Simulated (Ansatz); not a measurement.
# Calculations on SnH$_{6}$O

### Relaxation

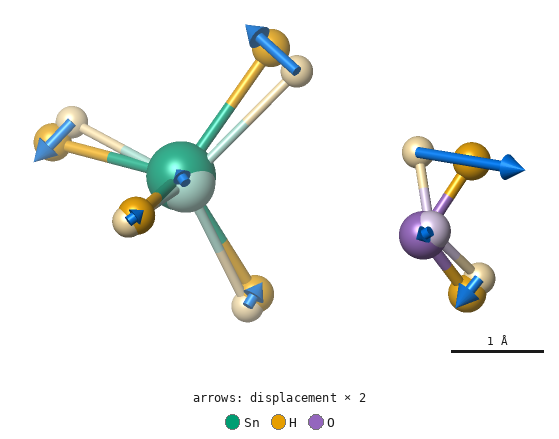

A relaxation of SnH6O. The starting structure is drawn faded, the final one solid; blue arrows show the displacements, 2 times their true length. The two geometries are superimposed by the best rigid fit.

Style: ball-and-stick. Shown at a tilt.

The run prepares an end point of a later path (reaction) calculation, from a guessed geometry.

All numbers below come from RKS PBE-D4/def2-TZVP (Ansatz 0.2.0). Settings: no spin polarisation; force threshold 0.03 eV/Å; at most 50 steps.

Describe the change and its energy.

Answer. After 10 accepted moves (14 points after the start) the energy has fallen by 0.049 eV. Largest force component: 0.61 eV/Å at the start, 0.028 eV/Å at the end. The line search rejected the trial steps at points 2, 8, 10, 12 of the run. The forces were under the threshold at step 9, but the run went on from there. An H atom moves most after the best rigid fit: 0.70 Å. Largest moves by element: H 0.70 Å, Sn 0.11 Å, O 0.10 Å. Among the contacts that change: H–Sn 1.737 → 1.718 Å, H–O 0.990 → 0.972 Å, H–Sn 1.723 → 1.728 Å. Cost: 9.3 s on 4 threads of Arm Neoverse V2, with other jobs on the host, peak memory 0.18 GiB.

### Relaxation

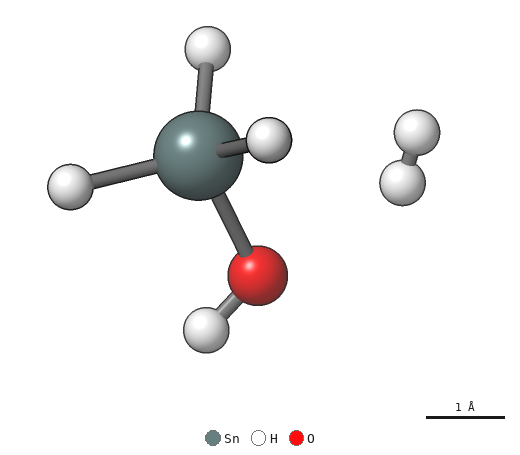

Starting structure of SnH$_{6}$O. The picture is a ball-and-stick view, seen at a tilt.

The run prepares an end point of a later path (reaction) calculation, from a guessed geometry.

These are results of Ansatz 0.2.0, RKS PBE-D4/def2-TZVP, not measurements.

The input:
```yaml
crystal:
  periodic: [false, false, false]
  atoms:
    - { symbol: Sn, position_ang: [-0.44216, -0.174481, -0.431815] }
    - { symbol: H, position_ang: [-0.036321, 0.865949, 2.292472] }
    - { symbol: H, position_ang: [0.988273, -0.876321, 0.208053] }
    - { symbol: H, position_ang: [-0.311655, 1.531272, -0.580596] }
    - { symbol: H, position_ang: [-0.900457, -0.910573, -1.924208] }
    - { symbol: O, position_ang: [-1.907782, -0.546194, 0.841613] }
    - { symbol: H, position_ang: [-2.61511, -1.061301, 0.419523] }
    - { symbol: H, position_ang: [-0.671488, 0.541949, 2.320859] }
basis:
  gaussian: { orbitals: def2-TZVP }
hamiltonian:
  xc: pbe
  dispersion: d4
relax:
  f_tol: 0.03
  max_steps: 50
```

Command:
```bash
ansatz run input.yaml --threads 4 --pin off --max-ram 5120MiB --backend cpu --events-out ev --progress --plain --runs-dir out
```

Predict the outcome.

After 17 accepted moves (21 points after the start) the energy has fallen by 2.20 kcal/mol. The largest force component goes from 1.4 to 0.015 eV/Å. The line search rejected the trial steps at points 6, 13, 15, 20 of the run. The forces were under the threshold at step 4, but the run went on from there. H2 moves most after the best rigid fit: 0.72 Å. Largest moves by element: H 0.72 Å, O 0.30 Å, Sn 0.26 Å. Among the contacts that change: H2–H8 0.714 → 0.755 Å, Sn1–O6 1.977 → 2.001 Å, Sn1–H4 1.717 → 1.711 Å, Sn1–H3 1.717 → 1.723 Å. Bond angles that change, for instance: H4–Sn1–O6 107.4° → 102.8°. Groups turn about Sn1–O6 by about 45°. The run took 14 s on 4 threads of Arm Neoverse V2 (shared host), peak memory 0.18 GiB.

The structure at the end:

```xyz
8

Sn   -0.4500   -0.2105   -0.6886
H    -0.1892    0.9855    2.9856
H     0.9263   -1.0267   -0.0504
H    -0.2033    1.4769   -0.8306
H    -0.9864   -0.9451   -2.1516
O    -1.9403   -0.3287    0.6411
H    -2.3259   -1.2209    0.6547
H    -0.7280    0.6397    2.5857
```

The end point in the same view:

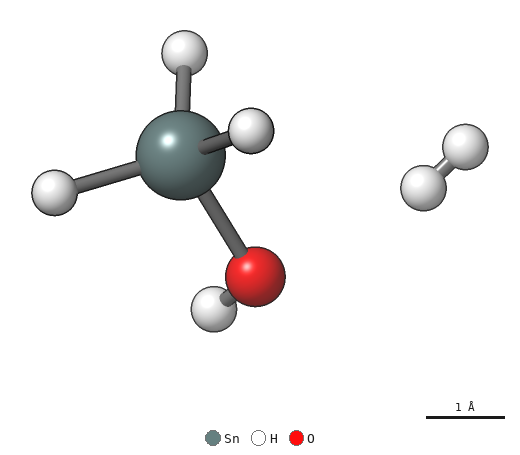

Limits of the set-up: the start holds two separate molecules, 2.2 Å apart at their closest, whose relative position is a soft coordinate.

### Path

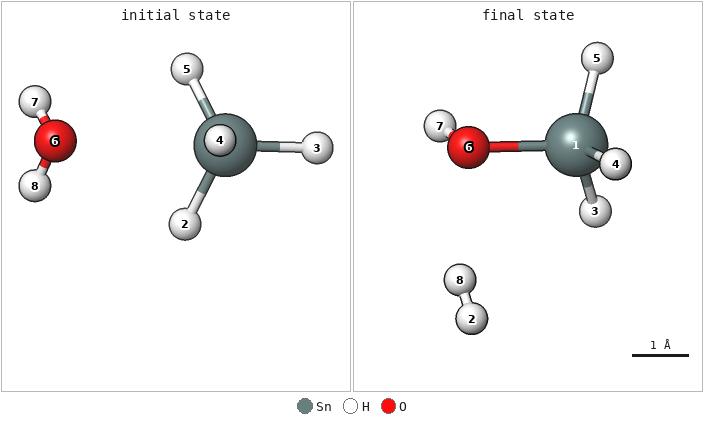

The two relaxed end points of a path for SnH₆O, made up at the start of SnH4 and H₂O. Style: ball-and-stick. Shown face on.

These are results of RKS PBE-D4/def2-TZVP (Ansatz), not measurements.

Settings: 7 movable images; climbing image; force threshold 0.05 eV/Å; iteration limit 60.

Start:
```xyz
8

Sn    0.3766    0.0502   -0.1393
H     0.4847   -0.0071    1.5740
H     1.9896    0.0020   -0.7573
H    -0.3644    1.4985   -0.6693
H    -0.4454   -1.3340   -0.7371
O    -2.5588    0.0272    1.0562
H    -2.9343   -0.8316    0.7989
H    -2.4448   -0.0349    2.0199
```

End:
```xyz
8

Sn   -0.3560   -0.1423   -0.6655
H    -0.4968    0.9352    3.0517
H     1.0399   -0.8478    0.0568
H    -0.2644    1.5650   -0.7370
H    -0.7039   -0.8694   -2.1880
O    -1.9258   -0.4505    0.5361
H    -2.2226   -1.3751    0.4922
H    -0.9670    0.5551    2.5997
```

Question: What barrier does the band find between them, and by what path?

Answer: Forward barrier 1.36 eV, backward barrier 1.27 eV, with image 3 at the top; the reaction energy is +0.10 eV. Breaking: O6–H8 (0.97 → 1.21 at the top → 2.49 Å), Sn1–H2 (1.72 → 2.11 at the top → 3.87 Å). Forming: H2–H8 (2.96 → 1.06 at the top → 0.75 Å), Sn1–O6 (3.17 → 2.22 at the top → 2.00 Å). The band converged in 31 iterations. The largest component of the band force went from 4.8 to 0.043 eV/Å. The climbing image converged on the top of the path. Its vibrational analysis gives one imaginary mode (1215i cm⁻¹), as a transition state must have.

Energies of the converged images:

```
image  path (Å)  E (eV)
    0      0.00   0.000
    1      1.06   0.030
    2      2.11   0.310
    3      3.17   1.364
    4      4.26   0.240
    5      5.36   0.096
    6      6.46   0.094
    7      7.55   0.094
    8      8.65   0.095
```

The geometry at the top of the path:

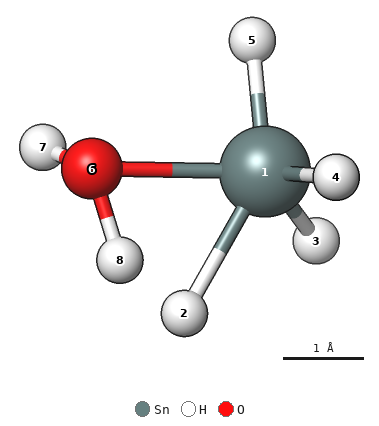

Limits of the set-up: the start holds two separate molecules, 3.0 Å apart at their closest, whose relative position is a soft coordinate.

The run took 2.2 min on 4 threads of Arm Neoverse V2, with other jobs on the host, peak memory 0.18 GiB.
